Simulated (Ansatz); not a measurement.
Response to strain in YN

Consider YN in the rock salt structure (space group Fm-3m, No. 225; a = 4.856 Å).

Strains are applied to the cell and any free atomic positions relax.

All numbers come from DFT with PBEsol, PAW potentials and a 420 eV plane-wave cutoff in Ansatz (an electronic-structure program), spin-orbit coupling left out.

Notes on the quantities. energy relative to the base: free energy F.

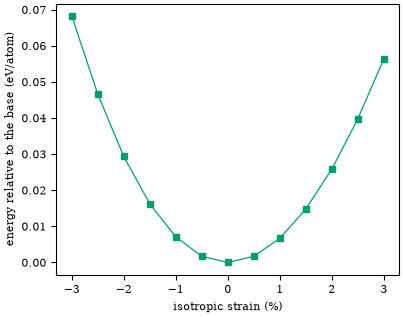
Fig. 1. Energy relative to the base against isotropic strain

```
isotropic strain (%)  energy relative to the base
--------------------  ---------------------------
-3                                   +68 meV/atom
-2.5                                 +47 meV/atom
-2                                   +29 meV/atom
-1.5                                 +16 meV/atom
-1                                  +7.1 meV/atom
-0.5                                +1.7 meV/atom
0.5                                 +1.7 meV/atom
1                                   +6.7 meV/atom
1.5                                  +15 meV/atom
2                                    +26 meV/atom
2.5                                  +40 meV/atom
3                                    +56 meV/atom
```

The mesh was chosen for an insulator and is coarse for the gapless case. Stability against distortions was not tested. The final runs are not spin-polarised.
